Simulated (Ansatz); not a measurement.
## TaH3Cl4O2: nudged elastic band (part 1 of 2)

System: TaH3Cl4O2.
Method: RHF/def2-SVP (Ansatz 0.2.0).

The run did not end well. It belongs to a series of runs on one base structure; here: band between the two ends.

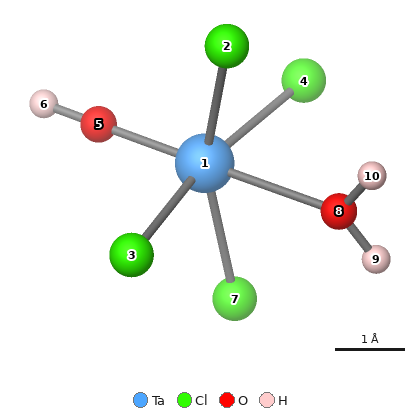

Figure 1. The input geometry (ball-and-stick view, seen at a tilt; atoms are numbered from 1 in the order of the input). Sticks mark near contacts.

The input:
```yaml
crystal:
  periodic: [false, false, false]
  atoms:
    - { symbol: Ta, position_ang: [-0.028414, -0.029278, 0.33569] }
    - { symbol: Cl, position_ang: [2.225063, 0.713632, 0.485886] }
    - { symbol: Cl, position_ang: [-0.190013, 0.093747, 2.700479] }
    - { symbol: Cl, position_ang: [0.341993, -0.533577, -1.964018] }
    - { symbol: O, position_ang: [-0.882332, 1.54238, 0.024799] }
    - { symbol: H, position_ang: [-1.324903, 2.357899, -0.14433] }
    - { symbol: Cl, position_ang: [-1.86284, -1.54049, 0.320868] }
    - { symbol: O, position_ang: [1.05103, -2.010499, 0.707866] }
    - { symbol: H, position_ang: [0.63119, -2.858495, 0.623192] }
    - { symbol: H, position_ang: [1.997326, -2.094219, 0.711868] }
basis:
  gaussian: { orbitals: def2-SVP }
hamiltonian:
  xc: hf
neb:
  order_check: false
  images: 5
  f_tol: 0.05
  max_iterations: 60
  optimiser: lbfgs
  climbing: immediate
  final_atoms:
    - { symbol: Ta, position_ang: [-0.43485992, -0.06724623, 0.27084547] }
    - { symbol: Cl, position_ang: [3.98195183, -1.33259673, 0.88891831] }
    - { symbol: Cl, position_ang: [0.36566752, 0.87173315, 2.22991943] }
    - { symbol: Cl, position_ang: [0.78810304, 0.416245, -1.63497977] }
    - { symbol: O, position_ang: [-1.64149824, 1.32382055, -0.02620833] }
    - { symbol: H, position_ang: [-2.45764403, 1.77287497, -0.17011075] }
    - { symbol: Cl, position_ang: [-2.33427291, -1.48128338, 0.23168618] }
    - { symbol: O, position_ang: [0.52083661, -1.68353343, 0.5643873] }
    - { symbol: H, position_ang: [0.43792208, -2.61861576, 0.66572666] }
    - { symbol: H, position_ang: [2.73189401, -1.56029815, 0.78211551] }
  initial_path:
    images:
      - { positions_ang: [[-0.028414, -0.029278, 0.33569], [2.225063, 0.713632, 0.485886], [-0.190013, 0.093747, 2.700479], [0.341993, -0.533577, -1.964018], [-0.882332, 1.54238, 0.024799], [-1.324903, 2.357899, -0.14433], [-1.86284, -1.54049, 0.320868], [1.05103, -2.010499, 0.707866], [0.63119, -2.858495, 0.623192], [1.997326, -2.094219, 0.711868]] }
      - { positions_ang: [[-0.0067039, -0.0233837, 0.21408173], [2.43313418, 0.45283171, 0.37973268], [-0.17112846, 0.09139508, 2.6113333], [0.296926, -0.39234515, -2.1397825], [-0.89835919, 1.61373224, -0.03897292], [-1.3710201, 2.21047378, 0.12928984], [-1.65662259, -1.7348007, 0.20280774], [0.9149273, -1.95413613, 0.89257539], [0.44642478, -2.78484221, 0.75049435], [1.97052197, -1.83782492, 0.80074038]] }
      - { positions_ang: [[0.01500621, -0.0174894, 0.09247347], [2.64120536, 0.19203142, 0.27357937], [-0.15224392, 0.08904316, 2.52218759], [0.25185901, -0.25111329, -2.31554699], [-0.91438638, 1.68508447, -0.10274484], [-1.41713719, 2.06304856, 0.40290967], [-1.45040518, -1.9291114, 0.08474749], [0.77882459, -1.89777325, 1.07728479], [0.26165957, -2.71118942, 0.87779671], [1.94371794, -1.58143085, 0.88961275]] }
      - { positions_ang: [[0.03671631, -0.0115951, -0.0291348], [2.84927654, -0.06876886, 0.16742605], [-0.13335938, 0.08669124, 2.43304189], [0.20679201, -0.10988144, -2.49131149], [-0.93041357, 1.75643671, -0.16651676], [-1.46325429, 1.91562334, 0.67652951], [-1.24418777, -2.1234221, -0.03331277], [0.64272189, -1.84141038, 1.26199418], [0.07689435, -2.63753663, 1.00509906], [1.91691391, -1.32503677, 0.97848513]] }
      - { positions_ang: [[-0.12047576, -0.03014548, 0.07085862], [3.22683497, -0.49004482, 0.40792347], [0.03298292, 0.34837188, 2.3653344], [0.40056236, 0.06549404, -2.20586758], [-1.1674418, 1.61223132, -0.11974729], [-1.79471753, 1.86804055, 0.39431609], [-1.60754948, -1.90937586, 0.05502021], [0.60209346, -1.78878473, 1.02945855], [0.19723693, -2.63122967, 0.89197493], [2.18857394, -1.40345723, 0.91302859]] }
      - { positions_ang: [[-0.27766784, -0.04869585, 0.17085205], [3.6043934, -0.91132077, 0.64842089], [0.19932522, 0.61005252, 2.29762691], [0.5943327, 0.24086952, -1.92042367], [-1.40447002, 1.46802594, -0.07297781], [-2.12618078, 1.82045776, 0.11210267], [-1.97091119, -1.69532962, 0.14335319], [0.56146504, -1.73615908, 0.79692293], [0.31757951, -2.62492272, 0.77885079], [2.46023398, -1.48187769, 0.84757205]] }
      - { positions_ang: [[-0.43485992, -0.06724623, 0.27084547], [3.98195183, -1.33259673, 0.88891831], [0.36566752, 0.87173315, 2.22991943], [0.78810304, 0.416245, -1.63497977], [-1.64149824, 1.32382055, -0.02620833], [-2.45764403, 1.77287497, -0.17011075], [-2.33427291, -1.48128338, 0.23168618], [0.52083661, -1.68353343, 0.5643873], [0.43792208, -2.61861576, 0.66572666], [2.73189401, -1.56029815, 0.78211551]] }
```

Launch command:
```bash
ansatz run input.yaml --threads 4 --pin off --max-ram 5120MiB --backend cpu --events-out ev --progress --plain --runs-dir out
```

Log:
```
Engine: ansatz 0.2.0, x86_64-unknown-linux-gnu
Functional definition: HF
  exchange = exact_x
  correlation = 0
1485 factors; integrals over basis functions are off by at most 3.5e-4 eV
mean field evaluation 1: about -55653.2785 eV, gradient 5.5e1 eV
mean field evaluation 2: about -55653.5052 eV, gradient 5.5e1 eV
mean field evaluation 4: about -55660.1568 eV, gradient 5.7e0 eV
mean field evaluation 8: about -55660.2605 eV, gradient 5.8e-1 eV
mean field -55660.26202370 eV, -2045.4769014904 hartree, gradient 6.3e-5 eV, S^2 0.000000; 0 other end points of the search recorded, 0 dependent functions left out
the calculation of the forces begins
reference -55660.26202370 eV, -2045.4769014904 hartree; 50, 50 occupied and 97, 97 virtual orbitals, 1485 factors
1485 factors; integrals over basis functions are off by at most 7.8e-4 eV
mean field evaluation 16: about -55653.3294 eV, gradient 5.6e1 eV
mean field -55659.44385126 eV, -2045.4468342076 hartree, gradient 8.1e-5 eV, S^2 0.000000; 0 other end points of the search recorded, 0 dependent functions left out
[... from here on the field's lines of each further geometry are left out, up to the last ...]
NEB iter   1: max|band force component| = 1.546e1 eV/Å  barrier→ = 7.3704 eV  barrier← = 6.5523 eV  CI = image 3  Δτ_max = 0.2000 Å  (288 SCF iters)
NEB iter   2: max|band force component| = 1.099e1 eV/Å  barrier→ = 6.0171 eV  barrier← = 5.1989 eV  CI = image 3  Δτ_max = 0.0613 Å  (214 SCF iters)
NEB iter   3: max|band force component| = 5.286e0 eV/Å  barrier→ = 5.4309 eV  barrier← = 4.6128 eV  CI = image 3  Δτ_max = 0.1257 Å  (211 SCF iters)
NEB iter   4: max|band force component| = 7.413e0 eV/Å  barrier→ = 3.4026 eV  barrier← = 2.5844 eV  CI = image 3  Δτ_max = 0.1322 Å  (214 SCF iters)
NEB iter   5: max|band force component| = 6.976e0 eV/Å  barrier→ = 2.8710 eV  barrier← = 2.0529 eV  CI = image 3  Δτ_max = 0.0502 Å  (213 SCF iters)
NEB iter   6: max|band force component| = 2.575e0 eV/Å  barrier→ = 2.7665 eV  barrier← = 1.9484 eV  CI = image 3  Δτ_max = 0.0465 Å  (203 SCF iters)
NEB iter   7: max|band force component| = 2.542e0 eV/Å  barrier→ = 2.4846 eV  barrier← = 1.6665 eV  CI = image 4  Δτ_max = 0.0441 Å  (204 SCF iters)
NEB iter   8: max|band force component| = 2.486e0 eV/Å  barrier→ = 2.4057 eV  barrier← = 1.5875 eV  CI = image 4  Δτ_max = 0.0382 Å  (199 SCF iters)
NEB iter   9: max|band force component| = 2.676e0 eV/Å  barrier→ = 2.3284 eV  barrier← = 1.5102 eV  CI = image 4  Δτ_max = 0.0483 Å  (210 SCF iters)
NEB iter  10: max|band force component| = 3.096e0 eV/Å  barrier→ = 2.2796 eV  barrier← = 1.4614 eV  CI = image 4  Δτ_max = 0.0543 Å  (204 SCF iters)
NEB iter  11: max|band force component| = 3.299e0 eV/Å  barrier→ = 2.2387 eV  barrier← = 1.4206 eV  CI = image 4  Δτ_max = 0.0591 Å  (202 SCF iters)
NEB iter  12: max|band force component| = 3.676e0 eV/Å  barrier→ = 2.2029 eV  barrier← = 1.3847 eV  CI = image 4  Δτ_max = 0.0647 Å  (201 SCF iters)
NEB iter  13: max|band force component| = 3.927e0 eV/Å  barrier→ = 2.1718 eV  barrier← = 1.3536 eV  CI = image 4  Δτ_max = 0.0699 Å  (200 SCF iters)
NEB iter  14: max|band force component| = 4.228e0 eV/Å  barrier→ = 2.1434 eV  barrier← = 1.3253 eV  CI = image 4  Δτ_max = 0.0745 Å  (205 SCF iters)
NEB iter  15: max|band force component| = 4.473e0 eV/Å  barrier→ = 2.1182 eV  barrier← = 1.3000 eV  CI = image 4  Δτ_max = 0.0793 Å  (205 SCF iters)
NEB iter  16: max|band force component| = 4.652e0 eV/Å  barrier→ = 2.0944 eV  barrier← = 1.2762 eV  CI = image 4  Δτ_max = 0.0820 Å  (210 SCF iters)
NEB iter  17: max|band force component| = 4.846e0 eV/Å  barrier→ = 2.0729 eV  barrier← = 1.2548 eV  CI = image 4  Δτ_max = 0.0856 Å  (204 SCF iters)
NEB iter  18: max|band force component| = 4.896e0 eV/Å  barrier→ = 2.0522 eV  barrier← = 1.2340 eV  CI = image 4  Δτ_max = 0.0862 Å  (208 SCF iters)
NEB iter  19: max|band force component| = 5.026e0 eV/Å  barrier→ = 2.0333 eV  barrier← = 1.2152 eV  CI = image 4  Δτ_max = 0.0886 Å  (207 SCF iters)
NEB iter  20: max|band force component| = 4.986e0 eV/Å  barrier→ = 2.0146 eV  barrier← = 1.1964 eV  CI = image 4  Δτ_max = 0.0414 Å  (208 SCF iters)
NEB iter  21: max|band force component| = 8.744e-1 eV/Å  barrier→ = 2.0105 eV  barrier← = 1.1923 eV  CI = image 4  Δτ_max = 0.0076 Å  (200 SCF iters)
NEB iter  22: max|band force component| = 7.851e-1 eV/Å  barrier→ = 2.0025 eV  barrier← = 1.1843 eV  CI = image 4  Δτ_max = 0.1041 Å  (205 SCF iters)
NEB iter  23: max|band force component| = 2.245e0 eV/Å  barrier→ = 1.9111 eV  barrier← = 1.0929 eV  CI = image 4  Δτ_max = 0.0421 Å  (204 SCF iters)
NEB iter  24: max|band force component| = 2.431e0 eV/Å  barrier→ = 1.9004 eV  barrier← = 1.0823 eV  CI = image 4  Δτ_max = 0.0425 Å  (204 SCF iters)
NEB iter  25: max|band force component| = 2.725e0 eV/Å  barrier→ = 1.8905 eV  barrier← = 1.0724 eV  CI = image 4  Δτ_max = 0.0480 Å  (203 SCF iters)
NEB iter  26: max|band force component| = 3.034e0 eV/Å  barrier→ = 1.8812 eV  barrier← = 1.0630 eV  CI = image 4  Δτ_max = 0.0532 Å  (203 SCF iters)
NEB iter  27: max|band force component| = 3.310e0 eV/Å  barrier→ = 1.8722 eV  barrier← = 1.0540 eV  CI = image 4  Δτ_max = 0.0582 Å  (202 SCF iters)
NEB iter  28: max|band force component| = 3.609e0 eV/Å  barrier→ = 1.8636 eV  barrier← = 1.0455 eV  CI = image 4  Δτ_max = 0.0631 Å  (200 SCF iters)
NEB iter  29: max|band force component| = 3.839e0 eV/Å  barrier→ = 1.8554 eV  barrier← = 1.0372 eV  CI = image 4  Δτ_max = 0.0675 Å  (201 SCF iters)
NEB iter  30: max|band force component| = 4.110e0 eV/Å  barrier→ = 1.8475 eV  barrier← = 1.0293 eV  CI = image 4  Δτ_max = 0.0718 Å  (200 SCF iters)
NEB iter  31: max|band force component| = 4.258e0 eV/Å  barrier→ = 1.8397 eV  barrier← = 1.0216 eV  CI = image 4  Δτ_max = 0.0748 Å  (202 SCF iters)
NEB iter  32: max|band force component| = 4.476e0 eV/Å  barrier→ = 1.8324 eV  barrier← = 1.0142 eV  CI = image 4  Δτ_max = 0.0780 Å  (205 SCF iters)
NEB iter  33: max|band force component| = 4.531e0 eV/Å  barrier→ = 1.8251 eV  barrier← = 1.0069 eV  CI = image 4  Δτ_max = 0.0795 Å  (208 SCF iters)
NEB iter  34: max|band force component| = 4.686e0 eV/Å  barrier→ = 1.8182 eV  barrier← = 1.0000 eV  CI = image 4  Δτ_max = 0.0816 Å  (205 SCF iters)
NEB iter  35: max|band force component| = 4.673e0 eV/Å  barrier→ = 1.8111 eV  barrier← = 0.9929 eV  CI = image 4  Δτ_max = 0.0395 Å  (208 SCF iters)
NEB iter  36: max|band force component| = 6.567e-1 eV/Å  barrier→ = 1.8109 eV  barrier← = 0.9927 eV  CI = image 4  Δτ_max = 0.0051 Å  (188 SCF iters)
NEB iter  37: max|band force component| = 5.585e-1 eV/Å  barrier→ = 1.8082 eV  barrier← = 0.9901 eV  CI = image 4  Δτ_max = 0.0450 Å  (185 SCF iters)
NEB iter  38: max|band force component| = 1.473e0 eV/Å  barrier→ = 1.7872 eV  barrier← = 0.9690 eV  CI = image 4  Δτ_max = 0.0281 Å  (205 SCF iters)
NEB iter  39: max|band force component| = 1.900e0 eV/Å  barrier→ = 1.7828 eV  barrier← = 0.9647 eV  CI = image 4  Δτ_max = 0.0331 Å  (203 SCF iters)
NEB iter  40: max|band force component| = 2.145e0 eV/Å  barrier→ = 1.7787 eV  barrier← = 0.9606 eV  CI = image 4  Δτ_max = 0.0376 Å  (201 SCF iters)
NEB iter  41: max|band force component| = 2.368e0 eV/Å  barrier→ = 1.7748 eV  barrier← = 0.9566 eV  CI = image 4  Δτ_max = 0.0414 Å  (192 SCF iters)
NEB iter  42: max|band force component| = 2.622e0 eV/Å  barrier→ = 1.7710 eV  barrier← = 0.9528 eV  CI = image 4  Δτ_max = 0.0460 Å  (202 SCF iters)
NEB iter  43: max|band force component| = 2.869e0 eV/Å  barrier→ = 1.7673 eV  barrier← = 0.9491 eV  CI = image 4  Δτ_max = 0.0500 Å  (193 SCF iters)
NEB iter  44: max|band force component| = 3.117e0 eV/Å  barrier→ = 1.7636 eV  barrier← = 0.9454 eV  CI = image 4  Δτ_max = 0.0547 Å  (194 SCF iters)
NEB iter  45: max|band force component| = 3.375e0 eV/Å  barrier→ = 1.7601 eV  barrier← = 0.9419 eV  CI = image 4  Δτ_max = 0.0587 Å  (194 SCF iters)
NEB iter  46: max|band force component| = 3.589e0 eV/Å  barrier→ = 1.7564 eV  barrier← = 0.9383 eV  CI = image 4  Δτ_max = 0.0629 Å  (196 SCF iters)
NEB iter  47: max|band force component| = 3.834e0 eV/Å  barrier→ = 1.7529 eV  barrier← = 0.9347 eV  CI = image 4  Δτ_max = 0.0666 Å  (192 SCF iters)
NEB iter  48: max|band force component| = 3.987e0 eV/Å  barrier→ = 1.7492 eV  barrier← = 0.9310 eV  CI = image 4  Δτ_max = 0.0699 Å  (194 SCF iters)
NEB iter  49: max|band force component| = 4.198e0 eV/Å  barrier→ = 1.7455 eV  barrier← = 0.9274 eV  CI = image 4  Δτ_max = 0.0728 Å  (195 SCF iters)
NEB iter  50: max|band force component| = 4.279e0 eV/Å  barrier→ = 1.7416 eV  barrier← = 0.9234 eV  CI = image 4  Δτ_max = 0.0749 Å  (192 SCF iters)
NEB iter  51: max|band force component| = 4.443e0 eV/Å  barrier→ = 1.7377 eV  barrier← = 0.9195 eV  CI = image 4  Δτ_max = 0.0772 Å  (195 SCF iters)
NEB iter  52: max|band force component| = 4.504e0 eV/Å  barrier→ = 1.7333 eV  barrier← = 0.9152 eV  CI = image 4  Δτ_max = 0.0787 Å  (199 SCF iters)
NEB iter  53: max|band force component| = 4.632e0 eV/Å  barrier→ = 1.7292 eV  barrier← = 0.9110 eV  CI = image 4  Δτ_max = 0.0805 Å  (196 SCF iters)
NEB iter  54: max|band force component| = 4.679e0 eV/Å  barrier→ = 1.7244 eV  barrier← = 0.9062 eV  CI = image 4  Δτ_max = 0.0817 Å  (198 SCF iters)
NEB iter  55: max|band force component| = 4.776e0 eV/Å  barrier→ = 1.7199 eV  barrier← = 0.9017 eV  CI = image 4  Δτ_max = 0.0831 Å  (195 SCF iters)
NEB iter  56: max|band force component| = 4.796e0 eV/Å  barrier→ = 1.7146 eV  barrier← = 0.8964 eV  CI = image 4  Δτ_max = 0.0838 Å  (198 SCF iters)
NEB iter  57: max|band force component| = 4.864e0 eV/Å  barrier→ = 1.7097 eV  barrier← = 0.8916 eV  CI = image 4  Δτ_max = 0.0847 Å  (200 SCF iters)
NEB iter  58: max|band force component| = 4.858e0 eV/Å  barrier→ = 1.7040 eV  barrier← = 0.8858 eV  CI = image 4  Δτ_max = 0.0412 Å  (200 SCF iters)
NEB iter  59: max|band force component| = 7.155e-1 eV/Å  barrier→ = 1.7028 eV  barrier← = 0.8846 eV  CI = image 4  Δτ_max = 0.0050 Å  (187 SCF iters)
the calculation of the forces begins
reference -55658.56098109 eV, -2045.4143893276 hartree; 50, 50 occupied and 97, 97 virtual orbitals, 1489 factors
these checks for a lower state are left out or cut short: starts, cluster_reference, orbital_swaps, neighbouring_geometries, increment
1491 factors; integrals over basis functions are off by at most 5.9e-4 eV
mean field -55659.20262435 eV, -2045.4379692825 hartree, gradient 1.8e-5 eV, S^2 0.000000; 0 other end points of the search recorded, 0 dependent functions left out
the calculation of the forces begins
reference -55659.20262435 eV, -2045.4379692825 hartree; 50, 50 occupied and 97, 97 virtual orbitals, 1491 factors
NEB iter  60: max|band force component| = 5.052e-1 eV/Å  barrier→ = 1.7010 eV  barrier← = 0.8829 eV  CI = image 4  Δτ_max = 0.0250 Å  (176 SCF iters)
```
